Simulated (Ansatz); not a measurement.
**CH6BFSi: single points with varied inputs, part 1 of 2**

Aim: run CH6BFSi under a spread of inputs, and see what each costs and gives.

Method: the settings change from run to run; program: Ansatz 0.2.0, Gaussian basis.

**1. The geometry**

The geometry comes from an earlier relaxation with PBE0-D4 in a triple-zeta def2 set; it is a stationary point, not always the lowest conformer.

SMILES `BC[SiH2]F`, 10 atoms, charge 0, spin multiplicity 1.

Atoms are counted from 1 here; the program's logs count them from 0.

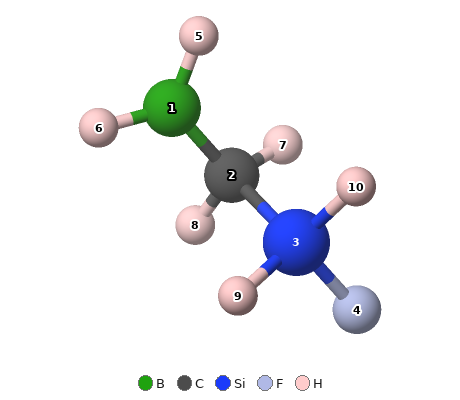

The geometry (boron green, carbon dark grey, silicon blue, fluorine light blue, hydrogen pink); atoms are numbered from 1 in the order of the file.

**2. PBE0/def2-SVP**

This run has D3(BJ) with three-body dispersion.

Contents of in.yaml:

```yaml
crystal:
  periodic: [false, false, false]
  atoms:
    - {symbol: B, position_ang: [-1.485814, 0.520723, -0.041612]}
    - {symbol: C, position_ang: [-0.408376, -0.522494, -0.378704]}
    - {symbol: Si, position_ang: [1.266505, -0.009985, 0.278358]}
    - {symbol: F, position_ang: [2.319420, -1.146496, -0.128849]}
    - {symbol: H, position_ang: [-1.699281, 1.439073, -0.779707]}
    - {symbol: H, position_ang: [-2.092608, 0.461782, 0.988920]}
    - {symbol: H, position_ang: [-0.235892, -0.642527, -1.454189]}
    - {symbol: H, position_ang: [-0.579945, -1.497772, 0.090576]}
    - {symbol: H, position_ang: [1.269375, 0.086593, 1.757192]}
    - {symbol: H, position_ang: [1.729716, 1.259901, -0.329185]}
basis:
  gaussian: {orbitals: def2-SVP}
hamiltonian: {xc: {name: PBE0}, dispersion: d3bjatm}
output: {forces: true}
```

Started as:

```sh
ansatz run in.yaml --threads 2 --pin off --events-out ev --progress --plain --max-ram 4352MiB
```

Standard output (excerpt; [...] marks lines left out):

```text
Functional definition: PBE0
  name "PBE0"
  cite "Adamo & Barone, J. Chem. Phys. 110, 6158 (1999) doi:10.1063/1.478522"
  cite "Perdew, Burke & Ernzerhof, Phys. Rev. Lett. 77, 3865 (1996) doi:10.1103/PhysRevLett.77.3865"
  parent pbe
[...]
894 factors; integrals over basis functions are off by at most 1.2e-3 eV
[...]
mean field -12392.34542869 eV, -455.4102946709 hartree, gradient 4.2e-5 eV, S^2 0.000000; 0 other end points of the search recorded, 0 dependent functions left out
[...]
reference -12392.34545594 eV, -455.4102956724 hartree; 20, 20 occupied and 70, 70 virtual orbitals, 894 factors
Total energy: -12392.50172019 eV, -455.4160382778 hartree
Atom 0 at    -1.485814     0.520723    -0.041612 Å, force     0.098755    -0.122805    -0.045849 eV/Å
Atom 1 at    -0.408376    -0.522494    -0.378704 Å, force     0.036970     0.094385     0.061268 eV/Å
Atom 2 at     1.266505    -0.009985     0.278358 Å, force    -0.494361     0.587748     0.220006 eV/Å
Atom 3 at     2.319420    -1.146496    -0.128849 Å, force     0.599133    -0.685521    -0.252565 eV/Å
Atom 4 at    -1.699281     1.439073    -0.779707 Å, force    -0.057568     0.243938    -0.187574 eV/Å
Atom 5 at    -2.092608     0.461782     0.988920 Å, force    -0.159690    -0.008647     0.270271 eV/Å
Atom 6 at    -0.235892    -0.642527    -1.454189 Å, force     0.035489    -0.016915    -0.259974 eV/Å
Atom 7 at    -0.579945    -1.497772     0.090576 Å, force    -0.050761    -0.227895     0.120284 eV/Å
Atom 8 at     1.269375     0.086593     1.757192 Å, force    -0.025378     0.013586     0.133350 eV/Å
Atom 9 at     1.729716     1.259901    -0.329185 Å, force     0.017411     0.122126    -0.059218 eV/Å
Dipole moment:    -0.140226     0.026825    -0.014165 e Å
```

Run time: 1.4 s. Hardware: 2 threads of Arm Neoverse V2, shared host; peak memory 0.43 GiB.

Largest force 0.945 eV/Å, dipole 0.69 D.

**3. BHLYP/aug-pcseg-2**

Set apart from the defaults: a point charge of 1.00 e beside it, high accuracy.

Edit in.yaml of step 2 so:

```diff
@@ -14,4 +14,5 @@
 basis:
-  gaussian: {orbitals: def2-SVP}
-hamiltonian: {xc: {name: PBE0}, dispersion: d3bjatm}
+  gaussian: {orbitals: aug-pcseg-2, point_charges: [{charge: 1.00, position_ang: [4.886, -0.686, -0.337]}]}
+hamiltonian: {xc: {name: BHLYP}}
+accuracy: high
 output: {forces: true}
```

Same command.

Standard output (excerpt; [...] marks lines left out):

```text
Functional definition: BHLYP
  name "BHLYP"
  cite "Becke, J. Chem. Phys. 98, 1372 (1993) doi:10.1063/1.464304"
  cite "Becke, Phys. Rev. A 38, 3098 (1988) doi:10.1103/PhysRevA.38.3098"
  cite "Lee, Yang & Parr, Phys. Rev. B 37, 785 (1988) doi:10.1103/PhysRevB.37.785"
[...]
4925 factors; integrals over basis functions are off by at most 3.8e-9 eV
[...]
mean field -12407.94356390 eV, -455.9835155670 hartree, gradient 2.5e-8 eV, S^2 0.000000; 0 other end points of the search recorded, 0 dependent functions left out
[...]
reference -12407.94360235 eV, -455.9835169802 hartree; 20, 20 occupied and 306, 306 virtual orbitals, 4925 factors
Total energy: -12407.94360235 eV, -455.9835169802 hartree
Atom 0 at    -1.485814     0.520723    -0.041612 Å, force    -0.554593     0.412616     0.116490 eV/Å
Atom 1 at    -0.408376    -0.522494    -0.378704 Å, force     0.876825    -0.307216    -0.032537 eV/Å
Atom 2 at     1.266505    -0.009985     0.278358 Å, force    -1.717963     0.685846     0.378102 eV/Å
Atom 3 at     2.319420    -1.146496    -0.128849 Å, force     1.435715    -0.186560    -0.209390 eV/Å
Atom 4 at    -1.699281     1.439073    -0.779707 Å, force     0.096559    -0.278273     0.204906 eV/Å
Atom 5 at    -2.092608     0.461782     0.988920 Å, force     0.211327    -0.002601    -0.304684 eV/Å
Atom 6 at    -0.235892    -0.642527    -1.454189 Å, force    -0.171356    -0.010371     0.263911 eV/Å
Atom 7 at    -0.579945    -1.497772     0.090576 Å, force    -0.037995     0.251065    -0.177733 eV/Å
Atom 8 at     1.269375     0.086593     1.757192 Å, force     0.249665    -0.074000    -0.327023 eV/Å
Atom 9 at     1.729716     1.259901    -0.329185 Å, force     0.230344    -0.307631     0.063264 eV/Å
Dipole moment:    -0.620882     0.117712     0.031756 e Å
```

Run time: 69 s. Hardware: 2 threads of Arm Neoverse V2, shared host; peak memory 3.4 GiB.

Largest force 1.888 eV/Å, dipole 3.04 D.

**4. RPA/cc-pVDZ**

Options: charge -1, multiplicity 2, coordinates scaled by 1.12, the search for lower states set to light.

Contents of in.yaml:

```yaml
crystal:
  periodic: [false, false, false]
  atoms:
    - {symbol: B, position_ang: [-1.664112, 0.583210, -0.046605]}
    - {symbol: C, position_ang: [-0.457381, -0.585193, -0.424149]}
    - {symbol: Si, position_ang: [1.418485, -0.011183, 0.311761]}
    - {symbol: F, position_ang: [2.597751, -1.284075, -0.144311]}
    - {symbol: H, position_ang: [-1.903194, 1.611761, -0.873272]}
    - {symbol: H, position_ang: [-2.343721, 0.517196, 1.107590]}
    - {symbol: H, position_ang: [-0.264199, -0.719630, -1.628692]}
    - {symbol: H, position_ang: [-0.649539, -1.677504, 0.101445]}
    - {symbol: H, position_ang: [1.421700, 0.096984, 1.968055]}
    - {symbol: H, position_ang: [1.937282, 1.411090, -0.368687]}
basis:
  gaussian: {orbitals: cc-pVDZ}
total_charge: -1
magnetization: {spin_polarized: true, initial_magnetization: 1}
hamiltonian: {xc: {name: r2SCAN}}
correlation: {method: rpa}
scf: {lower_state_search: light}
```

Launched as before.

Standard output (excerpt; [...] marks lines left out):

```text
Functional definition: r2SCAN
  name "r2SCAN"
  cite "Furness, Kaplan, Ning, Perdew & Sun, J. Phys. Chem. Lett. 11, 8208 (2020) doi:10.1021/acs.jpclett.0c02405"
  cite "Furness, Kaplan, Ning, Perdew & Sun, J. Phys. Chem. Lett. 11, 9248 (2020) doi:10.1021/acs.jpclett.0c03077"
  parent r2scan
[...]
834 factors; integrals over basis functions are off by at most 1.4e-3 eV
[...]
mean field -12401.98287204 eV, -455.7644641815 hartree, gradient 1.7e-6 eV, S^2 0.759883; 1 other end points of the search recorded, 0 dependent functions left out
8 core orbitals not correlated: weight in the atoms' cores, before any rotation towards them, 1.000 or more for the frozen orbitals, at most 0.000 for the correlated occupied ones
reference -12362.93179031 eV, -454.3293633977 hartree; 13, 12 occupied and 69, 70 virtual orbitals, 834 factors
Total energy: -12387.01889152 eV, -455.2145480405 hartree
```

Wall time 6 s (2 threads of Arm Neoverse V2, shared host); peak memory 0.43 GiB.

⟨S²⟩ 0.760.

**5. CAM-B3LYP/pcseg-2**

Options: density fitting with def2-universal-jkfit, relativity set to none, the search for lower states set to full.

Contents of in.yaml:

```yaml
crystal:
  periodic: [false, false, false]
  atoms:
    - {symbol: B, position_ang: [-1.485814, 0.520723, -0.041612]}
    - {symbol: C, position_ang: [-0.408376, -0.522494, -0.378704]}
    - {symbol: Si, position_ang: [1.266505, -0.009985, 0.278358]}
    - {symbol: F, position_ang: [2.319420, -1.146496, -0.128849]}
    - {symbol: H, position_ang: [-1.699281, 1.439073, -0.779707]}
    - {symbol: H, position_ang: [-2.092608, 0.461782, 0.988920]}
    - {symbol: H, position_ang: [-0.235892, -0.642527, -1.454189]}
    - {symbol: H, position_ang: [-0.579945, -1.497772, 0.090576]}
    - {symbol: H, position_ang: [1.269375, 0.086593, 1.757192]}
    - {symbol: H, position_ang: [1.729716, 1.259901, -0.329185]}
basis:
  gaussian: {orbitals: pcseg-2, fitting: {mean_field: def2-universal-jkfit}}
hamiltonian: {xc: {name: CAM-B3LYP}, pseudopotentials: {relativity: none}}
scf: {lower_state_search: full}
output: {forces: true}
```

Launched as before.

Standard output (excerpt; [...] marks lines left out):

```text
Functional definition: CAM-B3LYP
  name "CAM-B3LYP"
  cite "Yanai, Tew & Handy, Chem. Phys. Lett. 393, 51 (2004) doi:10.1016/j.cplett.2004.06.011"
  cite "Iikura, Tsuneda, Yanai & Hirao, J. Chem. Phys. 115, 3540 (2001) doi:10.1063/1.1383587"
  cite "Becke, Phys. Rev. A 38, 3098 (1988) doi:10.1103/PhysRevA.38.3098"
  cite "Lee, Yang & Parr, Phys. Rev. B 37, 785 (1988) doi:10.1103/PhysRevB.37.785"
  cite "Vosko, Wilk & Nusair, Can. J. Phys. 58, 1200 (1980) doi:10.1139/p80-159"
[...]
  # Exact exchange under (alpha + beta erf(omega r))/r, Becke's under what is left of 1/r.
[...]
463 factors; integrals over basis functions are off by at most 1.2e0 eV
463 factors; integrals over basis functions are off by at most 2.9e-6 eV
[...]
mean field -12407.78630007 eV, -455.9777362278 hartree, gradient 4.0e-5 eV, S^2 0.000000; 0 other end points of the search recorded, 0 dependent functions left out
[...]
Atom 0 at    -1.485814     0.520723    -0.041612 Å, force    -0.085899     0.039801     0.002988 eV/Å
Atom 1 at    -0.408376    -0.522494    -0.378704 Å, force     0.108436    -0.008388     0.019777 eV/Å
Atom 2 at     1.266505    -0.009985     0.278358 Å, force     0.024133     0.061260     0.038561 eV/Å
Atom 3 at     2.319420    -1.146496    -0.128849 Å, force    -0.053194     0.059481     0.022803 eV/Å
Atom 4 at    -1.699281     1.439073    -0.779707 Å, force     0.021097    -0.108358     0.092285 eV/Å
Atom 5 at    -2.092608     0.461782     0.988920 Å, force     0.069130     0.011807    -0.124595 eV/Å
Atom 6 at    -0.235892    -0.642527    -1.454189 Å, force    -0.047888    -0.004417     0.105822 eV/Å
Atom 7 at    -0.579945    -1.497772     0.090576 Å, force    -0.010209     0.092845    -0.070479 eV/Å
Atom 8 at     1.269375     0.086593     1.757192 Å, force     0.010840    -0.011737    -0.150953 eV/Å
Atom 9 at     1.729716     1.259901    -0.329185 Å, force    -0.036445    -0.132295     0.063791 eV/Å
Dipole moment:    -0.167292     0.050605    -0.006936 e Å
```

It took 3.3 s on 2 threads of Arm Neoverse V2, shared host; peak memory 0.43 GiB.

Largest force 0.152 eV/Å, dipole 0.84 D.

**6. BHLYP/def2-mTZVPP**

This run has multiplicity 3, atoms shaken by 0.15 Å, a grid of angular degree 23, high accuracy, the search for lower states set to light.

Contents of in.yaml:

```yaml
crystal:
  periodic: [false, false, false]
  atoms:
    - {symbol: B, position_ang: [-1.382465, 0.551424, -0.100943]}
    - {symbol: C, position_ang: [-0.311812, -0.749665, -0.829545]}
    - {symbol: Si, position_ang: [1.381169, -0.089001, 0.482695]}
    - {symbol: F, position_ang: [2.097199, -1.254910, -0.253820]}
    - {symbol: H, position_ang: [-1.604051, 1.581634, -0.585195]}
    - {symbol: H, position_ang: [-2.227364, 0.565318, 0.895772]}
    - {symbol: H, position_ang: [-0.129187, -0.850996, -1.715686]}
    - {symbol: H, position_ang: [-0.367596, -1.736227, 0.152349]}
    - {symbol: H, position_ang: [1.359534, 0.163075, 1.624703]}
    - {symbol: H, position_ang: [1.588586, 1.224011, -0.214908]}
basis:
  gaussian: {orbitals: def2-mTZVPP, final_grid: {core_spheres: 8, valence_spheres: 7, degree: 23}}
magnetization: {spin_polarized: true, initial_magnetization: 2}
hamiltonian: {xc: {name: BHLYP}}
accuracy: high
scf: {lower_state_search: light}
```

The command is unchanged.

Standard output:

```text
Functional definition: BHLYP
  name "BHLYP"
  cite "Becke, J. Chem. Phys. 98, 1372 (1993) doi:10.1063/1.464304"
  cite "Becke, Phys. Rev. A 38, 3098 (1988) doi:10.1103/PhysRevA.38.3098"
  cite "Lee, Yang & Parr, Phys. Rev. B 37, 785 (1988) doi:10.1103/PhysRevB.37.785"
  parameter a = 0.5
  exchange = (1 - a)*b88_x + a*exact_x
  correlation = lyp_c
2575 factors; integrals over basis functions are off by at most 4.4e-9 eV
mean field evaluation 1: about -12392.9739 eV, gradient 2.8e1 eV
mean field evaluation 2: about -12393.0756 eV, gradient 3.0e1 eV
mean field evaluation 4: about -12396.8710 eV, gradient 1.4e0 eV
mean field evaluation 8: about -12396.9264 eV, gradient 1.5e-1 eV
mean field evaluation 16: about -12396.9281 eV, gradient 5.9e-3 eV
mean field evaluation 32: about -12396.9281 eV, gradient 7.7e-7 eV
mean field -12396.92809269 eV, -455.5787044667 hartree, gradient 6.6e-8 eV, S^2 2.007593; 2 other end points of the search recorded, 0 dependent functions left out
reference -12396.92812337 eV, -455.5787055941 hartree; 21, 19 occupied and 98, 100 virtual orbitals, 2575 factors
Total energy: -12396.92812337 eV, -455.5787055941 hartree
```

Wall time 5.5 s (2 threads of Arm Neoverse V2, shared host); peak memory 0.53 GiB.

⟨S²⟩ 2.008.

(Continued in part 2 of 2.)
